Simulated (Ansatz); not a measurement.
Structure of Au:

```cif
data_structure
_symmetry_space_group_name_H-M 'P 1'
_symmetry_Int_Tables_number 1
_cell_length_a 4.0800
_cell_length_b 4.0800
_cell_length_c 4.0800
_cell_angle_alpha 90.000
_cell_angle_beta 90.000
_cell_angle_gamma 90.000
_cell_volume 67.92
loop_
_atom_site_label
_atom_site_type_symbol
_atom_site_fract_x
_atom_site_fract_y
_atom_site_fract_z
_atom_site_occupancy
Au1 Au 0.00000 0.00000 0.00000 1
Au2 Au 0.00000 0.50000 0.50000 1
Au3 Au 0.50000 0.00000 0.50000 1
Au4 Au 0.50000 0.50000 0.00000 1
```

It is based on the input geometry of an electronic-structure calculation (not necessarily at equilibrium).

**Predict the first 3 clear peaks of the neutron G(r) with σ = 0.10 Å, and name the atom pairs.**

1. 2.88 Å: Au–Au at 2.88 Å
2. 4.08 Å: Au–Au at 4.08 Å
3. 5.00 Å: Au–Au at 5.00 Å

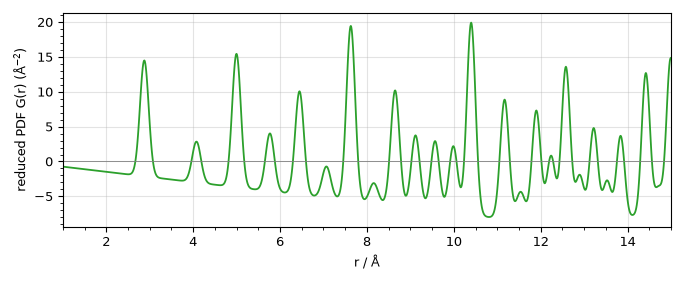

Computed neutron G(r), with each pair weighted by the product of the tabulated coherent neutron scattering lengths (natural isotope mix where the element has one) and a uniform peak width σ = 0.10 Å. No termination ripples are included.
